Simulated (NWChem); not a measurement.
# CH5FSSn (SMILES FC[S][SnH3]) at UOPBE/6-31G(d)/LANL2DZ (core potential, Cartesian functions)

What is the vertical ionisation energy of CH5FSSn at UOPBE/6-31G*/LANL2DZ (core potential, Cartesian functions)? 

The results are computed with NWChem 7.3.0.

2 further runs of the same task are left out: 1 that didn't finish, 1 set aside as unsound or not needed.

### 1 The system as given

CH5FSSn: 9 atoms, total charge 0, spin state singlet. As SMILES, `FC[S][SnH3]`. Geometry: relaxed at PBE0-D4/def2-TZVP. This is a higher conformer, about 13 kJ/mol above the lowest found by a separate search.

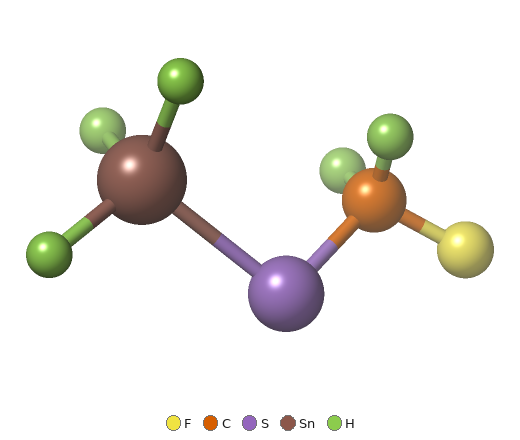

The structure, seen from a chosen angle (fluorine yellow, carbon orange, sulfur purple, tin brown, hydrogen green).

### 2 Energy and forces at UOPBE/6-31G(d)/LANL2DZ (core potential, Cartesian functions)

geom.xyz

```xyz
9
CH5FSSn
F      1.926100     2.041700    -0.723500
C      0.818200     1.293200    -0.431700
S      1.367100    -0.401900    -0.062000
Sn    -0.781200    -1.350500     0.436100
H      0.158800     1.304400    -1.302700
H      0.323800     1.737400     0.435400
H     -1.784400    -1.198300    -0.936800
H     -0.471500    -2.974500     0.822500
H     -1.468400    -0.497600     1.745600
```

run.py

```python
from ase.io import read
from ase.calculators.nwchem import NWChem

atoms = read('geom.xyz')

calc = NWChem(
    label='geom',
    theory='dft',
    memory='2200 mb',
    basis={'F': '6-31G*', 'C': '6-31G*', 'S': '6-31G*', 'Sn': '"lanl2dz ecp"', 'H': '6-31G*'},
    ecp={'Sn library': '"lanl2dz ecp"'},
    dft={'xc': 'optx cpbe96', 'mult': '1', 'odft': None, 'grid': 'fine', 'convergence': 'energy 1e-05', 'direct': None, 'iterations': '100'},
)
atoms.calc = calc

forces = atoms.get_forces()
print("Total energy (eV):", round(atoms.get_potential_energy(), 6))
print("forces (eV/A):")
for s, f in zip(atoms.symbols, forces):
    print(f"{s:2s} {f[0]:10.5f} {f[1]:10.5f} {f[2]:10.5f}")
```

Command:

```sh
export ASE_NWCHEM_COMMAND="nwchem PREFIX.nwi > PREFIX.nwo"
python run.py
```

Output:

```text
Total energy (eV): -14759.298045
forces (eV/A):
F     0.12352    0.04237   -0.02365
C     0.26719    0.20692   -0.07739
S     0.28519   -0.18178    0.01250
Sn    0.09091   -0.01224   -0.00818
H    -0.22528    0.00514   -0.19381
H    -0.18790    0.10752    0.20579
H    -0.22919    0.01178   -0.25387
H     0.04433   -0.32499    0.07950
H    -0.16877    0.14522    0.25912
```

The calculator wrote geom.nwi:

```
title "geom"

permanent_dir geom

scratch_dir geom

start geom

geometry units angstrom nocenter noautosym noautoz
  F  1.9260999999999999e+00 2.0417000000000001e+00 -7.2350000000000003e-01
  C  8.1820000000000004e-01 1.2931999999999999e+00 -4.3169999999999997e-01
  S  1.3671000000000000e+00 -4.0189999999999998e-01 -6.2000000000000000e-02
  Sn -7.8120000000000001e-01 -1.3505000000000000e+00 4.3609999999999999e-01
  H  1.5880000000000000e-01 1.3044000000000000e+00 -1.3027000000000000e+00
  H  3.2379999999999998e-01 1.7374000000000001e+00 4.3540000000000001e-01
  H  -1.7844000000000000e+00 -1.1982999999999999e+00 -9.3679999999999997e-01
  H  -4.7149999999999997e-01 -2.9744999999999999e+00 8.2250000000000001e-01
  H  -1.4683999999999999e+00 -4.9759999999999999e-01 1.7456000000000000e+00
end

memory 2200 mb

basis noprint
   F library 6-31G*
   C library 6-31G*
   S library 6-31G*
  Sn library "lanl2dz ecp"
   H library 6-31G*
end

ecp
  Sn library "lanl2dz ecp"
end
dft
  xc optx cpbe96
  mult 1
  odft
  grid fine
  convergence energy 1e-05
  direct
  iterations 100
end

task dft gradient
```

geom.nwo, shortened:

```text
[...]
          Wavefunction type:  spin polarized.
          No. of atoms     :     9
          No. of electrons :    40
[...]
          Charge           :     0
          Spin multiplicity:     1
[...]
          AO basis - number of functions:    67
[...]
              XC Information
              --------------
                        Slater Exchange Functional  1.052 local
                      OPTX     Exchange Functional  1.432 non-local
            Perdew 1991 LDA Correlation Functional  1.000 local
           PerdewBurkeErnz. Correlation Functional  1.000 non-local
[...]
 d= 0,ls=0.0,diis     1   -542.3009267934 -6.80D+02  1.25D-02  1.81D-01     2.2
[...]
 d= 0,ls=0.0,diis     7   -542.3942033546 -4.33D-06  8.36D-06  5.80D-08    11.6
[...]
         Total DFT energy =     -542.394203354599
      One electron energy =    -1022.566502338365
           Coulomb energy =      386.966099826284
    Exchange-Corr. energy =      -44.330073007303
 Nuclear repulsion energy =      137.536272164786
[...]
      <S2> =      0.0000 (Exact =     0.0000)
[...]
  wavefunction    = open shell
                         DFT ENERGY GRADIENTS
    atom               coordinates                        gradient
                 x          y          z           x          y          z
   1 F       3.639801   3.858254  -1.367217   -0.002402  -0.000824   0.000460
   2 C       1.546174   2.443794  -0.815795   -0.005196  -0.004024   0.001505
   3 S       2.583444  -0.759481  -0.117163   -0.005546   0.003535  -0.000243
   4 Sn     -1.476254  -2.552075   0.824110   -0.001768   0.000238   0.000159
   5 H       0.300088   2.464959  -2.461746    0.004381  -0.000100   0.003769
   6 H       0.611893   3.283210   0.822787    0.003654  -0.002091  -0.004002
   7 H      -3.372027  -2.264459  -1.770295    0.004457  -0.000229   0.004937
   8 H      -0.891006  -5.620990   1.554300   -0.000862   0.006320  -0.001546
   9 H      -2.774874  -0.940328   3.298706    0.003282  -0.002824  -0.005039
[...]
```

It took 18 s on 1 thread of Intel Xeon Platinum 8488C (Sapphire Rapids), shared host; peak memory 0.12 GiB.

### 3 The doublet cation

struct.xyz

```xyz
9
CH5FSSn gradient
F      1.926100     2.041700    -0.723500
C      0.818200     1.293200    -0.431700
S      1.367100    -0.401900    -0.062000
Sn    -0.781200    -1.350500     0.436100
H      0.158800     1.304400    -1.302700
H      0.323800     1.737400     0.435400
H     -1.784400    -1.198300    -0.936800
H     -0.471500    -2.974500     0.822500
H     -1.468400    -0.497600     1.745600
```

run.py

```python
from ase.io import read
from ase.calculators.nwchem import NWChem

mol = read('struct.xyz')

calc = NWChem(
    label='struct',
    theory='dft',
    memory='2200 mb',
    basis={'F': '6-31G*', 'C': '6-31G*', 'S': '6-31G*', 'Sn': '"lanl2dz ecp"', 'H': '6-31G*'},
    charge=1,
    ecp={'Sn library': '"lanl2dz ecp"'},
    dft={'xc': 'optx cpbe96', 'mult': '2', 'grid': 'fine', 'convergence': 'energy 1e-05', 'direct': None, 'iterations': '150', 'print': 'low'},
)
mol.calc = calc

forces = mol.get_forces()
print(f"energy = {mol.get_potential_energy():.6f} eV")
print("forces (eV/A):")
for s, f in zip(mol.symbols, forces):
    print(f"{s:2s} {f[0]:10.5f} {f[1]:10.5f} {f[2]:10.5f}")
```

Command:

```sh
export ASE_NWCHEM_COMMAND="nwchem PREFIX.nwi > PREFIX.nwo"
python run.py
```

Output:

```text
energy = -14750.342841 eV
forces (eV/A):
F    -0.69733   -0.39400    0.16131
C     1.89310    0.76794   -0.36175
S     0.53320    0.62092   -0.22934
Sn   -1.42012   -1.21068    0.47992
H    -0.38927   -0.18368   -0.29444
H    -0.31553    0.00247    0.39821
H     0.05039    0.20055   -0.32622
H     0.23531   -0.13133    0.00576
H     0.11025    0.32787    0.16650
```

The calculator wrote struct.nwi:

```
title "struct"

permanent_dir struct

scratch_dir struct

start struct

geometry units angstrom nocenter noautosym noautoz
  F  1.9260999999999999e+00 2.0417000000000001e+00 -7.2350000000000003e-01
  C  8.1820000000000004e-01 1.2931999999999999e+00 -4.3169999999999997e-01
  S  1.3671000000000000e+00 -4.0189999999999998e-01 -6.2000000000000000e-02
  Sn -7.8120000000000001e-01 -1.3505000000000000e+00 4.3609999999999999e-01
  H  1.5880000000000000e-01 1.3044000000000000e+00 -1.3027000000000000e+00
  H  3.2379999999999998e-01 1.7374000000000001e+00 4.3540000000000001e-01
  H  -1.7844000000000000e+00 -1.1982999999999999e+00 -9.3679999999999997e-01
  H  -4.7149999999999997e-01 -2.9744999999999999e+00 8.2250000000000001e-01
  H  -1.4683999999999999e+00 -4.9759999999999999e-01 1.7456000000000000e+00
end

charge 1

memory 2200 mb

basis noprint
   F library 6-31G*
   C library 6-31G*
   S library 6-31G*
  Sn library "lanl2dz ecp"
   H library 6-31G*
end

ecp
  Sn library "lanl2dz ecp"
end
dft
  xc optx cpbe96
  mult 2
  grid fine
  convergence energy 1e-05
  direct
  iterations 150
  print low
end

task dft gradient
```

struct.nwo, shortened:

```text
[...]
 d= 0,ls=0.0,diis     1   -541.7288015155 -6.79D+02  6.62D-02  5.46D-01     2.1
[...]
 d= 0,ls=0.5,diis    43   -542.0651049227 -9.45D-07  7.10D-07  1.75D-06    69.6
[...]
         Total DFT energy =     -542.065105692577
      One electron energy =    -1013.146933427297
           Coulomb energy =      377.552367560755
    Exchange-Corr. energy =      -44.006811990820
 Nuclear repulsion energy =      137.536272164786
[...]
      <S2> =      0.7535 (Exact =     0.7500)
                         DFT ENERGY GRADIENTS
    atom               coordinates                        gradient
                 x          y          z           x          y          z
   1 F       3.639801   3.858254  -1.367217    0.013561   0.007662  -0.003137
   2 C       1.546174   2.443794  -0.815795   -0.036815  -0.014934   0.007035
   3 S       2.583444  -0.759481  -0.117163   -0.010369  -0.012075   0.004460
   4 Sn     -1.476254  -2.552075   0.824110    0.027617   0.023544  -0.009333
   5 H       0.300088   2.464959  -2.461746    0.007570   0.003572   0.005726
   6 H       0.611893   3.283210   0.822787    0.006136  -0.000048  -0.007744
   7 H      -3.372027  -2.264459  -1.770295   -0.000980  -0.003900   0.006344
   8 H      -0.891006  -5.620990   1.554300   -0.004576   0.002554  -0.000112
   9 H      -2.774874  -0.940328   3.298706   -0.002144  -0.006376  -0.003238
 Task  times  cpu:       76.0s     wall:       76.0s
[...]
```

Wall time 77 s (1 thread of Intel Xeon Platinum 8488C (Sapphire Rapids), shared host); peak memory 0.12 GiB.

### 4 Results

At UOPBE/6-31G*/LANL2DZ (core potential, Cartesian functions):

| quantity | value |
| --- | --- |
| singlet CH5FSSn: total energy | -542.39420 Eh |
| singlet CH5FSSn: dipole moment | 2.95 D |
| singlet CH5FSSn: HOMO energy | -5.76 eV |
| singlet CH5FSSn: LUMO energy | -1.31 eV |
| singlet CH5FSSn: HOMO–LUMO gap | 4.44 eV |
| singlet CH5FSSn: largest force on an atom | 0.347 eV/Å |
| doublet cation: total energy | -542.06511 Eh |
| doublet cation: ⟨S²⟩ | 0.753 |
| doublet cation: largest force on an atom | 2.075 eV/Å |
| vertical ionisation energy (to the doublet cation) | 8.955 eV |

What this shows: Removing an electron at fixed nuclei costs 8.96 eV (207 kcal/mol). The largest force (singlet CH5FSSn) is 0.35 eV/Å: the shape isn't a stationary point for this species at this level. −ε(HOMO) before ionisation, 5.76 eV, is 3.20 eV below this ionisation energy.
